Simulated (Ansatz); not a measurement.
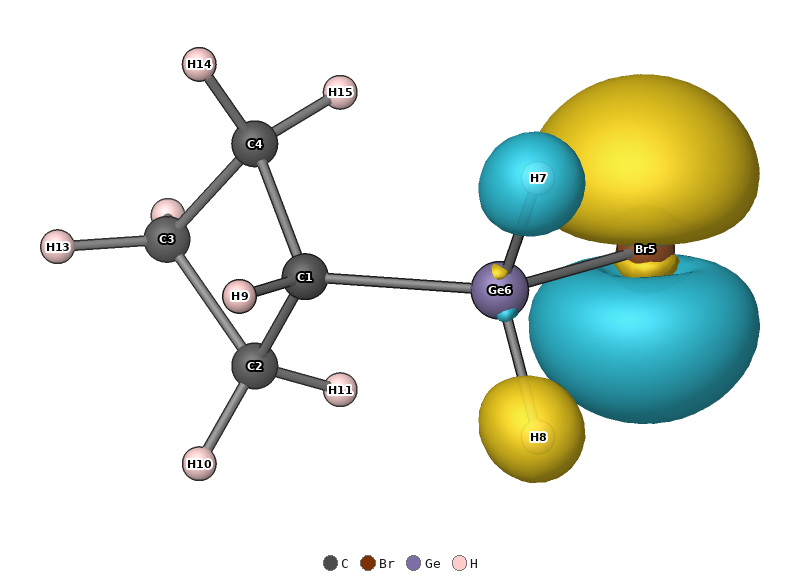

Figure. C4H9BrGe (SMILES [Br][GeH2][CH]1CCC1). The HOMO−1 at ±0.15 Å⁻³ᐟ² (yellow and cyan are the two phases), seen at a tilt.

Geometry: B3LYP/def2-SVP.

Computed with isolated molecule in a Gaussian basis; Kohn-Sham density functional theory, functional PBE0 (Ansatz 0.2.0).

The calculation's input:

```
crystal:
  periodic: [false, false, false]
  atoms:
    - {symbol: C, position_ang: [1.289522, -0.054925, -0.593299]}
    - {symbol: C, position_ang: [1.767557, -1.519340, -0.369478]}
    - {symbol: C, position_ang: [1.807059, -1.233946, 1.154125]}
    - {symbol: C, position_ang: [0.922697, 0.017614, 0.917753]}
    - {symbol: Br, position_ang: [-1.933503, -1.043201, -1.528356]}
    - {symbol: Ge, position_ang: [-0.075262, 0.334377, -1.954133]}
    - {symbol: H, position_ang: [-0.594201, 1.786542, -1.886655]}
    - {symbol: H, position_ang: [0.390044, -0.004306, -3.386408]}
    - {symbol: H, position_ang: [2.146170, 0.604386, -0.818286]}
    - {symbol: H, position_ang: [2.705743, -1.819193, -0.861373]}
    - {symbol: H, position_ang: [0.988274, -2.254355, -0.625841]}
    - {symbol: H, position_ang: [1.408780, -2.012809, 1.822625]}
    - {symbol: H, position_ang: [2.818724, -0.964577, 1.496496]}
    - {symbol: H, position_ang: [1.187295, 0.943096, 1.452116]}
    - {symbol: H, position_ang: [-0.142670, -0.196982, 1.097169]}
basis:
  gaussian:
    orbitals: def2-SVPD
hamiltonian:
  xc: pbe0
output:
  forces: true
  orbitals: {seedname: orbitals}
```

Run with:

```sh
ansatz run input.yaml --threads 4 --pin off --max-ram 7830MiB --events-out events.jsonl --progress --plain --runs-dir runs
```

Q: Describe this orbital and give its energy.

A: By Hirshfeld shares it lies mainly on Br5 (about 80 %) and Ge6 (about 10 %); largely a lone pair of Br5. Its energy is −8.01 eV.
